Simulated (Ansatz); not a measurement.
# Changed inputs in constrained RPA: Te2Mo (1H sheet)

Wanted: the sensitivity and cost of U and J for Te2Mo (1H sheet).

Calculated with Ansatz 0.2.0; constrained RPA on LDA, plane waves, PAW.

### 1. Starting point

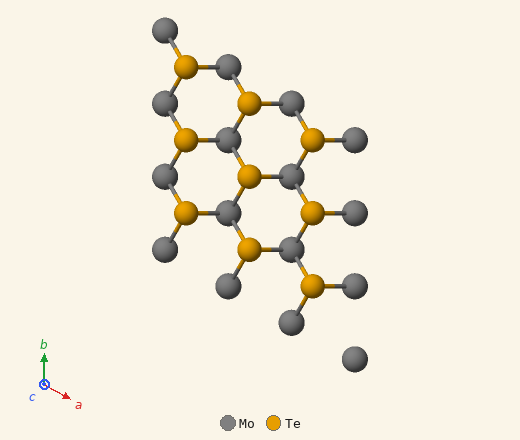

The cell as given, from above (molybdenum grey, tellurium orange). 3×3×1 cells are drawn. Bonds to atoms that aren't drawn are left out. Some periodic images of atoms are drawn too.

The cell holds 3 atoms: 1 Mo and 2 Te. Cell: a = 3.467 Å, b = 3.467 Å, c = 31.232 Å, α = 90.0°, β = 90.0°, γ = 120.0°. Vacuum lies along c.

The structure was relaxed with LDA. The structure was generated from a model, not taken from a measurement. The runs that relaxed it are not among those shown. The program's search for lower electronic states was switched off, so nothing shows that the state found is the lowest. Spin-orbit coupling is left out unless a step names it. The default PAW set here is soft_2. Its files were made with PBE. The Coulomb interaction is cut off across the vacuum.

### 2. Base: Mo d + anion p, bands v7 to c4, 6×6×1 mesh, medium accuracy

Constrained RPA screens the interaction with every transition except those inside the target bands, which a later many-body model would treat itself.

input.yaml reads:

```yaml
crystal:
  lattice:
    - [-3.00214567, 1.73328961, 0.0]
    - [0.0, -3.46657923, 0.0]
    - [0.0, 0.0, 31.23161672]
  atoms:
    - { symbol: Mo, position: [0.0, 0.0, 0.3096908754] }
    - { symbol: Te, position: [0.3333333333, 0.6666666667, 0.367161021] }
    - { symbol: Te, position: [0.3333333333, 0.6666666667, 0.2522207298] }
  periodic: [true, true, false]
kpoints:
  mp_grid: { grid: [12, 12, 1] }
hamiltonian:
  xc: lda
scf:
  occupations: { method: gaussian, width: 0.08 }
  n_extra_bands: 19
  max_iter: 150
  lower_state_search: "off"
output:
  crpa:
    kmesh: [6, 6, 1]
    target_bands: [v7, c4]
    projections: [{ species: Mo, l: d, shell: 4 }, { species: Te, l: p, shell: 5 }]
  local_orbitals:
    kmesh: [12, 12, 1]
    orbitals: [{ species: Mo, l: d, shell: 4 }, { species: Te, l: p, shell: 5 }]
    window: { bands: [v7, c4] }
    seedname: lo
```

On the command line:

```bash
> ansatz run input.yaml --threads 8 --pin off --max-ram 14745MiB --backend cpu --events-out ev --progress --plain --runs-dir out
```

Numbers of over 12 decimals in the logs are rounded to 6 here.

The log of the run:

```text
scf.n_extra_bands = 19 over 23 filled bands (N_el = 46.0): the run solves 42 bands
Engine: ansatz 0.2.0, aarch64-unknown-linux-gnu
Pseudopotentials: kind: paw
Pseudopotential: Mo, paw, valence charge 14, recommended cutoff 420 eV (normal), Mo.paw.azcp
Pseudopotential: Te, paw, valence charge 16, recommended cutoff 420 eV (normal), Te.paw.azcp
Functional definition: SPW92
  exchange = slater_x
  correlation = pw_c
Crystal: 3 atoms, lattice volume = 325.033 Å³
Basis set: ecut = 420 eV, 6327 PW (Γ)
Bands: 42, of which v1, the nominal top of the filled ones, is band 23 counted from 1 (22 counted from 0)
Symmetry: 12 space group operations
Space group: P-6m2 (ITA 187), of the structure as read, at distance tolerance 6.9e-5 Å
k-points: 19 of 144 (time reversal used)
Non-local potential: Mo, projectors of the file, l = 0: 3, l = 1: 2, l = 2: 2, l = 3: 1
Non-local potential: Te, projectors of the file, l = 0: 2, l = 1: 2, l = 2: 2, l = 3: 2
PAW form: soft (Blöchl's): semilocal exchange-correlation on the pseudo side does not see the compensation charge
PAW frozen core: Mo, regenerated for the run's functional, and the local potential with it (the file was generated under x = pbe(κ = 0.804, μ = 0.219515), c = pbe(β = 0.066725))
PAW frozen core: Te, regenerated for the run's functional, and the local potential with it (the file was generated under x = pbe(κ = 0.804, μ = 0.219515), c = pbe(β = 0.066725))
PAW one-centre angular grid: Mo, 590 points (default); XC on 64 Gauss nodes
PAW one-centre angular grid: Te, 590 points (default); XC on 64 Gauss nodes
Initial density: superposition of atomic densities (neutral atoms: chi_scale 0, normalization atom), corrected by the library's trained network
Initial wavefunctions: pseudopotential atomic-orbital guess
Functional: x = slater, c = lda
SCF iter   1: F=—  HF=-18497.970483 eV  |F-HF|=—  |Δ(HF+E_count)|=         —  Δρ=3.56e-3  dr2=1.98e-2  ethr=1.77e-3  ⟨swp⟩=12.8  Hψ=6177  notcnv=0  defer=132
preconditioner: auto → Resta (q_TF=auto, 1.970 Å⁻¹)  ε∞=1.5  [insulator: Δε(μ)=1.270 eV  Ē_g=11.861 eV  σ=0.080 eV  W_gap=1.00  n_scr=18 (ndim 8)  ℏωp=8.7 eV  f_vac=0.752  D(μ)=0.00/eV (n_scr^D=0)  ε∞_Penn≈1.5  vacuum switching on, ρ_ref=1.0e-2 e/Å³]
SCF iter   2: F=—  HF=-18497.970357 eV  |F-HF|=—  |Δ(HF+E_count)|=   1.25e-4  Δρ=1.85e-3  dr2=1.07e-2  ethr=4.31e-5  ⟨swp⟩=2.5  Hψ=1287  notcnv=0  defer=199
SCF iter   3: F=—  HF=-18497.975943 eV  |F-HF|=—  |Δ(HF+E_count)|=   5.59e-3  Δρ=2.20e-3  dr2=5.55e-2  ethr=2.33e-5  ⟨swp⟩=3.9  Hψ=1330  notcnv=0  defer=199  recentre
SCF iter   4: F=—  HF=-18497.970099 eV  |F-HF|=—  |Δ(HF+E_count)|=   5.84e-3  Δρ=2.48e-4  dr2=1.14e-4  ethr=2.33e-5  ⟨swp⟩=2.7  Hψ=836  notcnv=0  defer=199
[...]
--- Per-component energies (eV) ---
  E_band       = -1370.396826
  E_kinetic    = 809.293340
  E_local      = -113290.539492  (includes V_loc(G=0)·N_el)
  E_nonlocal   = -460.066909
  E_hartree    = 56462.749284
  E_xc         = -431.608871
  E_vxc        = -440.352502  (∫ρ·V_xc dr)
  E_paw        = -12110.744574  (= ΣΔE_a)
  E_vpaw       = -914.226060  (= ΣTr[D̂ρ^β])
  E_aug_tail   = -0.000334  (compensation charges beyond the density's cutoff)
  E_ewald      = 50521.117291
  E_core_change = 1.830139  (= ΣΔE_core)
  E_smearing   = -0.000000  (= −TS)
  E_closure    = 0.000000  (closes the sum)
  Σ components = -18497.970128   (vs F -18497.970128, Δ=0.00e0)
--- Band table (eV; the first three rows and the last of 19) ---
  k-point 0: bands = [... 19 lower, -6.7728, -5.9470, -5.9470, -5.7170, -1.7723 (-1.7723°), -1.7723 (-1.7723°), -1.4645 (-1.4645°), -1.4645 (-1.4645°), ... 15 higher]
  k-point 1: bands = [... 19 lower, -6.6856, -6.0819, -5.8702, -5.7148, -2.2043, -2.0921, -1.6927 (-1.6927°), -1.6893 (-1.6893°), ... 15 higher]
  k-point 2: bands = [... 19 lower, -6.4385, -6.4133, -5.9252, -5.7694, -3.0478, -2.7746, -2.2135, -1.5111 (-1.5111°), ... 15 higher]
  k-point 18: bands = [... 19 lower, -8.1924, -8.0500, -6.8967, -5.1278, -3.8877, -3.2477, -2.3744, -0.7490, ... 15 higher]
  ° read free of the cell's end (the report's vacuum.weakly_bound_levels)
  °? not known for the slab's own: over its row's bound_up_to_ev there, or no deeper under its free states than its continued_xc_part_ev in size
--- cRPA (band scheme, projected local orbitals): target bands 17..27 (1-based), 11 Wannier function(s), 6×6×1 mesh, 54 bands' worth read of 59 solved, ecut_chi 136.0 eV, v(q+G=0) probe_charge, pair densities all_electron ---
  bands read: the sum over 54 bands ends inside a degenerate multiplet in 1 slot, whose members it reads at an even weight; the widest, k=0: bands 54 to 55 (counted from 1) at 1/2 each
  χ-basis size per q: N_G = 1164..1205
  window electrons = 14.0000, filled by tetrahedron_uncorrected; constrained ε̄⁻¹(q = 0, 0) head = 0.776111; min gauge Gram eig = 0.6746
  Kanamori averages over each shell's own Wannier functions (sites counted from 0, functions from 1):
  Each shell's averages of U are screened by what lies outside the whole window alone: parameters of one model of all the shells.
    Site 0, 4D, 5 of 5 d orbitals (Wannier functions 1, 2, 3, 4, 5; wannier90's mr 1, 2, 3, 4, 5):
      screened: U = 5.7637 eV, U' = 5.0650 eV, J = 0.3595 eV
      screened, to within: U = 1.5e-2 eV, U' = 1.5e-2 eV, J = 5.9e-4 eV
      bare: V = 12.8544 eV, V' = 11.9203 eV, J = 0.4800 eV
    Site 1, 5P, 3 of 3 p orbitals (Wannier functions 6, 7, 8; wannier90's mr 1, 2, 3):
      screened: U = 5.0609 eV, U' = 4.3797 eV, J = 0.3613 eV
      screened, to within: U = 1.7e-2 eV, U' = 1.7e-2 eV, J = 7.3e-4 eV
      bare: V = 9.6885 eV, V' = 8.6064 eV, J = 0.5748 eV
    Site 2, 5P, 3 of 3 p orbitals (Wannier functions 9, 10, 11; wannier90's mr 1, 2, 3):
      screened: U = 5.0609 eV, U' = 4.3797 eV, J = 0.3613 eV
      screened, to within: U = 1.7e-2 eV, U' = 1.7e-2 eV, J = 7.3e-4 eV
      bare: V = 9.6885 eV, V' = 8.6064 eV, J = 0.5748 eV
  Hermiticity witness max|P − P†| over intra, direct and exchange elements: 9.33e-15 eV (screened), 3.55e-15 eV (bare)
  Reality witness max|Im| over intra, direct and exchange elements: 6.26e-10 eV (screened), 3.26e-16 eV (bare)
[key lines of the parts left out:]
SCF converged after 7 iterations
Free energy (F): -18497.970128 eV
Fermi energy:    -4.507750 eV
```

The job ended after 6.1 min (8 threads of Arm Neoverse V2, shared host; peak memory 3.5 GiB; 47 min of CPU time).

Numbers from this step:

- U: 5.764 eV
- U prime (inter-orbital): 5.065 eV
- J: 0.3595 eV
- bare V: 12.85 eV
- bare J: 0.4800 eV
- stated bound on U: 0.01496 eV
- U over bare V: 0.4484
- electrons in the window: 14
- head of the constrained inverse dielectric matrix: 0.7761
- least eigenvalue of the projection's overlap: 0.6746
- target functions: 11
- bands in the sums: 54
- r.m.s. miss of the model bands: 0.002156 eV
- width of the target bands: 10.01 eV
- weight of the projected orbitals in the window: 0.9358

On the Mo d shell, screening brings the on-site interaction from 12.9 eV down to U = 5.76 eV.

### 3. Changed: 3×3×1 mesh

input.yaml, the sections that differ from step 2:

```yaml
output:
  crpa:
    kmesh: [3, 3, 1]
    target_bands: [v7, c4]
    projections: [{ species: Mo, l: d, shell: 4 }, { species: Te, l: p, shell: 5 }]
# crystal, kpoints, hamiltonian, scf: as in step 2
```

The log of the run:

```text
[...]
Crystal: 3 atoms, lattice volume = 325.033 Å³
Basis set: ecut = 420 eV, 6327 PW (Γ)
Bands: 42, of which v1, the nominal top of the filled ones, is band 23 counted from 1 (22 counted from 0)
Symmetry: 12 space group operations
[...]
k-points: 19 of 144 (time reversal used)
[...]
SCF iter   1: F=—  HF=-18497.970483 eV  |F-HF|=—  |Δ(HF+E_count)|=         —  Δρ=3.56e-3  dr2=1.98e-2  ethr=1.77e-3  ⟨swp⟩=12.8  Hψ=6177  notcnv=0  defer=132
[...]
SCF iter   7: F=-18497.970128 eV  HF=-18497.970128 eV  |F-HF|=5.56e-9  |Δ(HF+E_count)|=   5.68e-8  Δρ=3.89e-6  dr2=6.02e-8  ethr=2.17e-10  ⟨swp⟩=20.6  Hψ=7490  notcnv=0
SCF 1 converged in 7 iterations: F = -18497.970128 eV  dr2 = 6.02e-8
[...]
NSCF: frozen V_eff on 3 k-points
[...]
cRPA screening: q 1/9
cRPA screening: q 2/9
cRPA screening: q 4/9
cRPA screening: q 8/9 (q-point 5)
SCF converged after 7 iterations
[...]
k-point 2: bands = [... 19 lower, -6.4385, -6.4133, -5.9252, -5.7694, -3.0478, -2.7746, -2.2135, -1.5111 (-1.5111°), ... 15 higher]
  k-point 18: bands = [... 19 lower, -8.1924, -8.0500, -6.8967, -5.1278, -3.8877, -3.2477, -2.3744, -0.7490, ... 15 higher]
  ° read free of the cell's end (the report's vacuum.weakly_bound_levels)
[...]
χ-basis size per q: N_G = 1170..1205
[...]
screened: U = 5.6433 eV, U' = 4.9409 eV, J = 0.3592 eV
      screened, to within: U = 1.8e-2 eV, U' = 1.8e-2 eV, J = 6.7e-4 eV
      bare: V = 12.9691 eV, V' = 12.0284 eV, J = 0.4808 eV
    Site 1, 5P, 3 of 3 p orbitals (Wannier functions 6, 7, 8; wannier90's mr 1, 2, 3):
      screened: U = 5.1641 eV, U' = 4.4587 eV, J = 0.3744 eV
      screened, to within: U = 1.9e-2 eV, U' = 1.8e-2 eV, J = 8.1e-4 eV
      bare: V = 9.9923 eV, V' = 8.8802 eV, J = 0.5899 eV
    Site 2, 5P, 3 of 3 p orbitals (Wannier functions 9, 10, 11; wannier90's mr 1, 2, 3):
      screened: U = 5.1641 eV, U' = 4.4587 eV, J = 0.3744 eV
      screened, to within: U = 1.9e-2 eV, U' = 1.8e-2 eV, J = 8.1e-4 eV
      bare: V = 9.9923 eV, V' = 8.8802 eV, J = 0.5899 eV
[...]
[key lines of the parts left out:]
Free energy (F): -18497.970128 eV
Fermi energy:    -4.507750 eV
```

The job ended after 49 s (8 threads; peak memory 3.3 GiB).

This step gave:

| Item | Value |
| --- | --- |
| U | 5.643 eV |
| U prime (inter-orbital) | 4.941 eV |
| J | 0.3592 eV |
| bare V | 12.97 eV |
| bare J | 0.4808 eV |
| stated bound on U | 0.01703 eV |
| U over bare V | 0.4351 |
| electrons in the window | 14 |
| head of the constrained inverse dielectric matrix | 0.7245 |
| least eigenvalue of the projection's overlap | 0.7098 |
| target functions | 11 |
| bands in the sums | 54 |
| width of the target bands | 10.01 eV |
| weight of the projected orbitals in the window | 0.9358 |

On the Mo d shell, screening brings the on-site interaction from 13.0 eV down to U = 5.64 eV.

### 4. Changed: smooth pair densities

Edit input.yaml of step 3 so:

```diff
@@ -21,4 +21,5 @@
   crpa:
-    kmesh: [3, 3, 1]
+    kmesh: [6, 6, 1]
     target_bands: [v7, c4]
     projections: [{ species: Mo, l: d, shell: 4 }, { species: Te, l: p, shell: 5 }]
+    pair_densities: pseudo
```

The log of the run:

```text
[...]
Crystal: 3 atoms, lattice volume = 325.033 Å³
Basis set: ecut = 420 eV, 6327 PW (Γ)
Bands: 42, of which v1, the nominal top of the filled ones, is band 23 counted from 1 (22 counted from 0)
Symmetry: 12 space group operations
[...]
k-points: 19 of 144 (time reversal used)
[...]
screened, sum over states alone: U = 5.4090 eV, U' = 4.5537 eV, J = 0.4555 eV
      bare: V = 9.6885 eV, V' = 8.6064 eV, J = 0.5748 eV
    Site 2, 5P, 3 of 3 p orbitals (Wannier functions 9, 10, 11; wannier90's mr 1, 2, 3):
      screened: U = 5.0722 eV, U' = 4.3751 eV, J = 0.3695 eV
      screened, to within: U = 1.5e-2 eV, U' = 1.5e-2 eV, J = 3.7e-4 eV
      screened, sum over states alone: U = 5.4090 eV, U' = 4.5537 eV, J = 0.4555 eV
      bare: V = 9.6885 eV, V' = 8.6064 eV, J = 0.5748 eV
[...]
[key lines of the parts left out:]
SCF converged after 7 iterations
Free energy (F): -18497.970128 eV
Fermi energy:    -4.507750 eV
```

Elapsed: 5.4 min, on 8 threads; peak memory 3.1 GiB.

This step gave:

```
U                                                 : 5.773 eV
U prime (inter-orbital)                           : 5.065 eV
J                                                 : 0.3641 eV
bare V                                            : 12.85 eV
bare J                                            : 0.4800 eV
stated bound on U                                 : 0.01339 eV
U over bare V                                     : 0.4491
electrons in the window                           : 14
head of the constrained inverse dielectric matrix : 0.7762
least eigenvalue of the projection's overlap      : 0.6746
target functions                                  : 11
bands in the sums                                 : 54
width of the target bands                         : 10.01 eV
weight of the projected orbitals in the window    : 0.9358
```

On the Mo d shell, screening brings the on-site interaction from 12.9 eV down to U = 5.77 eV.

### 5. Changed: sums over states

Edit input.yaml of step 4 so:

```diff
@@ -24,2 +24,4 @@
     projections: [{ species: Mo, l: d, shell: 4 }, { species: Te, l: p, shell: 5 }]
-    pair_densities: pseudo
+    accuracy: sum_over_states
+    n_empty_bands: 92
+    ecut_chi: 70
```

The log of the run:

```text
[...]
Crystal: 3 atoms, lattice volume = 325.033 Å³
Basis set: ecut = 420 eV, 6327 PW (Γ)
Bands: 42, of which v1, the nominal top of the filled ones, is band 23 counted from 1 (22 counted from 0)
Symmetry: 12 space group operations
[...]
k-points: 19 of 144 (time reversal used)
[...]
screened: U = 5.8842 eV, U' = 5.1318 eV, J = 0.3876 eV
      bare: V = 12.8544 eV, V' = 11.9203 eV, J = 0.4800 eV
    Site 1, 5P, 3 of 3 p orbitals (Wannier functions 6, 7, 8; wannier90's mr 1, 2, 3):
      screened: U = 5.1373 eV, U' = 4.4184 eV, J = 0.3815 eV
      bare: V = 9.6885 eV, V' = 8.6064 eV, J = 0.5748 eV
    Site 2, 5P, 3 of 3 p orbitals (Wannier functions 9, 10, 11; wannier90's mr 1, 2, 3):
      screened: U = 5.1373 eV, U' = 4.4184 eV, J = 0.3815 eV
      bare: V = 9.6885 eV, V' = 8.6064 eV, J = 0.5748 eV
[...]
[key lines of the parts left out:]
SCF converged after 7 iterations
Free energy (F): -18497.970128 eV
Fermi energy:    -4.507750 eV
```

It took 37 s on 8 threads; peak memory 1.9 GiB; 4.6 min of CPU time.

This variant gives U = 5.88 eV against 5.76 eV. It is a finite sum over empty states with no bound on its error and stays out of the table below.

### 6. Changed: a keyword of another program

Edit input.yaml of step 5 so:

```diff
@@ -24,4 +24,2 @@
     projections: [{ species: Mo, l: d, shell: 4 }, { species: Te, l: p, shell: 5 }]
-    accuracy: sum_over_states
-    n_empty_bands: 92
-    ecut_chi: 70
+    NCRPA_BANDS: 1
```

The log of the run:

```text
Error: YAML parse error: error: line 25 column 5: unknown field `NCRPA_BANDS`, expected one of accuracy, bounded_pairs, pair_densities, n_empty_bands, n_guard_bands, ecut_chi, kmesh, target_bands, projections
  --> <input>:25:5
   |
23 |     target_bands: [v7, c4]
24 |     projections: [{ species: Mo, l: d, shell: 4 }, { species: Te, l: …
25 |     NCRPA_BANDS: 1
   |     ^ unknown field `NCRPA_BANDS`, expected one of accuracy, bounded_pairs, pair_densities, n_empty_bands, n_guard_bands, ecut_chi, kmesh, target_bands, projections
```

Elapsed: 0.02 s, on 8 threads; peak memory 0.023 GiB.

The program refused the input before any cycle.

The program's message: “Error: YAML parse error: error: line 25 column 5: unknown field `NCRPA_BANDS`, expected one of accuracy, bounded_pairs, pair_densities, n_empty_bands, n_guard_bands, ecut_chi, kmesh, target_bands, pro …”

The fault put into this input: a keyword of another program.

[end of part 1 of 2]

[Paths, hosts, dates, memory and timing lines, banners, echoed tables and standing remarks are left out of the program output.]

[Logs are printed without paths, hosts, clocks, repeated set-up lines and the standing remarks that a program may print on its own settings, such as how far it seeks lower states.]

[Runs of the session that timed out or met a known fault of the program may be left out.]

[Hosts, paths, dates, database ids (printed as entryN), source tags and the programs' standing remarks are cut or masked in the printed files.]
